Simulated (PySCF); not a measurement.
System: C6H10O2SSi (SMILES CS[SiH2]CC1=COC(=O)C1).

```yaml
atoms:
  - { symbol: C, position_ang: [3.3855, 1.2636, 0.2458] }
  - { symbol: S, position_ang: [1.8150, 0.9759, -0.6222] }
  - { symbol: Si, position_ang: [1.3537, -0.9900, 0.0929] }
  - { symbol: C, position_ang: [-0.2864, -1.5147, -0.7261] }
  - { symbol: C, position_ang: [-1.4036, -0.6362, -0.3105] }
  - { symbol: C, position_ang: [-2.2547, -0.8043, 0.7002] }
  - { symbol: O, position_ang: [-3.1556, 0.2311, 0.8378] }
  - { symbol: C, position_ang: [-2.9086, 1.1545, -0.1229] }
  - { symbol: O, position_ang: [-3.5495, 2.1568, -0.2434] }
  - { symbol: C, position_ang: [-1.7334, 0.6736, -0.9574] }
  - { symbol: H, position_ang: [3.2177, 1.2416, 1.3176] }
  - { symbol: H, position_ang: [3.7345, 2.2451, -0.0564] }
  - { symbol: H, position_ang: [4.1059, 0.5050, -0.0426] }
  - { symbol: H, position_ang: [1.2138, -0.9375, 1.5464] }
  - { symbol: H, position_ang: [2.4384, -1.8882, -0.2998] }
  - { symbol: H, position_ang: [-0.4966, -2.5401, -0.4288] }
  - { symbol: H, position_ang: [-0.1841, -1.4917, -1.8104] }
  - { symbol: H, position_ang: [-2.3615, -1.6030, 1.4090] }
  - { symbol: H, position_ang: [-0.9098, 1.3896, -0.9143] }
  - { symbol: H, position_ang: [-2.0257, 0.5796, -2.0047] }
```

Geometry: GFN2-xTB.

Method: PBE0/pcSseg-1, SCF density, gas phase, non-relativistic in PySCF.

> What can the converged electron density and electron localisation function tell about the bonding?

C–O (1.20 Å): ρ is about 3.4 e/Å³ halfway; the ELF peaks at about 0.85 between the atoms: a short, multiple covalent bond.
C–C (1.33 Å): ρ at the midpoint is about 2.3 e/Å³; the ELF peaks at about 0.90 between the atoms: a short, multiple covalent bond.
C–H (1.07 Å): the density is about 2.1 e/Å³ at the midpoint; the ELF climbs to about 1 towards the hydrogen, as it does in any bond to H: an ordinary covalent bond to hydrogen.

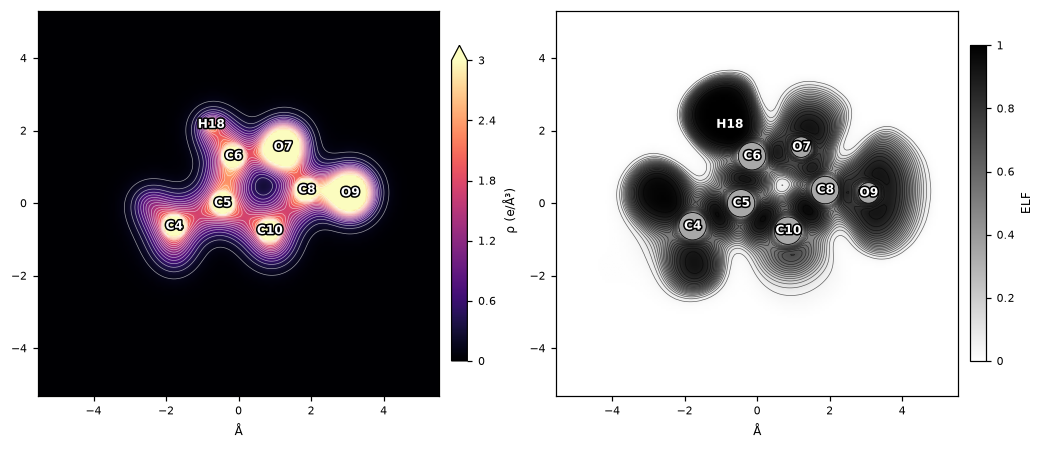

Computed electron density and electron localisation function on the plane of atoms C5, C6 and O7, in this order. Grey discs cover the atomic cores in the ELF map. 
